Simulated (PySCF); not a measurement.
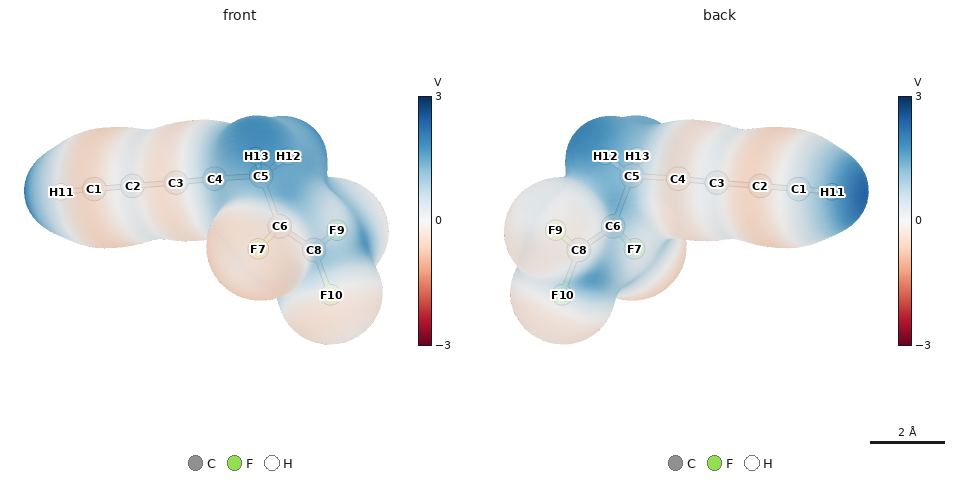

Figure 1: C$_{7}$H$_{3}$F$_{3}$ (SMILES C#CC#CCC(F)=C(F)F). The electrostatic potential painted on the density surface at 0.004 e/bohr³, seen from the front and from behind; red is negative and blue positive.

Geometry: GFN2-xTB.

All numbers below come from PySCF, wB97X-D/def2-SVPD, SCF density, gas phase.

```yaml
atoms:
  - { symbol: C, position_ang: [4.1109, -0.1110, -0.5758] }
  - { symbol: C, position_ang: [2.9716, -0.1754, -0.1923] }
  - { symbol: C, position_ang: [1.6833, -0.2545, 0.2335] }
  - { symbol: C, position_ang: [0.5499, -0.3480, 0.6346] }
  - { symbol: C, position_ang: [-0.8304, -0.4375, 1.0721] }
  - { symbol: C, position_ang: [-1.7566, -0.1555, -0.0748] }
  - { symbol: F, position_ang: [-1.9083, 1.1412, -0.3981] }
  - { symbol: C, position_ang: [-2.3909, -1.0765, -0.7880] }
  - { symbol: F, position_ang: [-2.2988, -2.3773, -0.5274] }
  - { symbol: F, position_ang: [-3.2005, -0.8576, -1.8125] }
  - { symbol: H, position_ang: [5.1025, -0.0543, -0.9112] }
  - { symbol: H, position_ang: [-1.0279, -1.4383, 1.4641] }
  - { symbol: H, position_ang: [-1.0090, 0.3032, 1.8581] }
```

Q: Where is the surface potential most negative and most positive?

A: The most negative region (about −0.6 V, or −14 kcal/mol for a unit charge) lies over C1, C2 and F7, the most positive (about +2.3 V, or +53 kcal/mol for a unit charge) over H11.
